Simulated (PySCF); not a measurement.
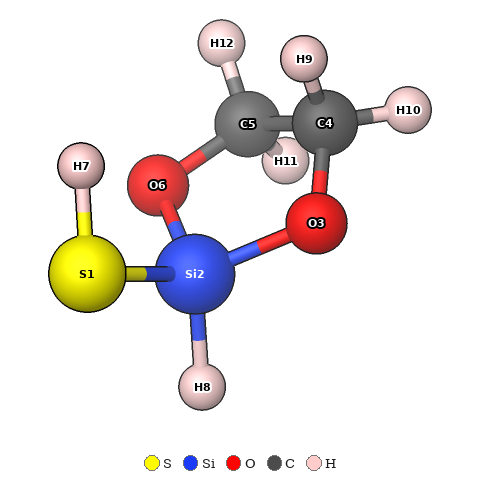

Structure of C₂H₆O₂SSi, SMILES S[SiH]1OCCO1.

GIAO shifts, PBE0/pcSseg-1 with PySCF 2.14.0, at a PBE0-D3(BJ)/def2-SVP geometry (no frequency check), against TMS for ²⁹Si, CS₂ for ³³S and TMS for ¹H computed at the same level. Gas phase, fully decoupled, line heights follow the number of nuclei, widths are arbitrary (no quadrupolar broadening); values of one conformer, averaged over nuclei that symmetry, rotation about single bonds or ring flips exchange, these motions taken as fast; other conformers aren't averaged in. Protons on N, O or S are those of the isolated molecule, without hydrogen bonds to neighbours or exchange.

Question: Predict the ²⁹Si spectrum.

Answer: 1 signal.


```tsv
δ (ppm)	nuclei	atoms
12.8	1	Si2
```

Question: Predict the ³³S spectrum.

Answer: 1 signal.


| δ (ppm) | nuclei | atoms |
| --- | --- | --- |
| −180.3 | 1 | S1 |

Question: Which ¹H signals does it give?

Answer: 3 signals.


```tsv
δ (ppm)	nuclei	atoms
5.30	1	H8
3.85	4	H9, H10, H11, H12
1.14	1	H7
```

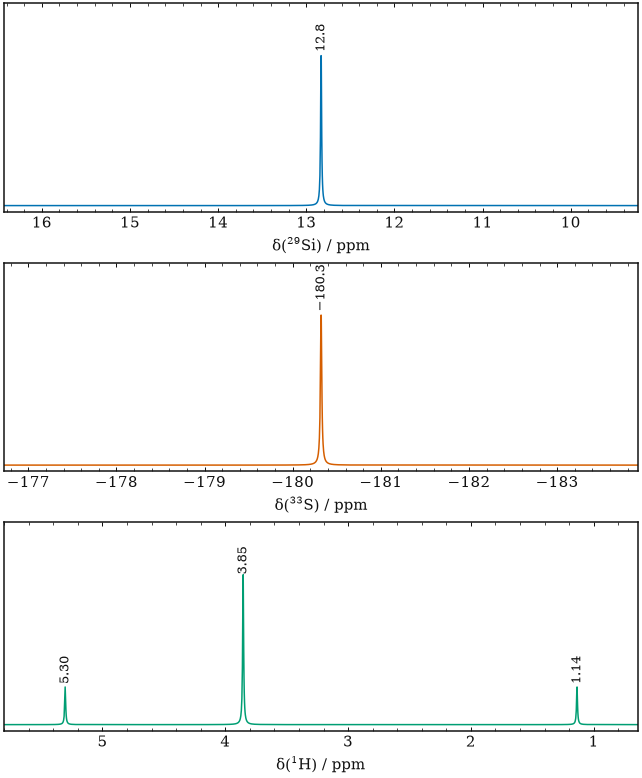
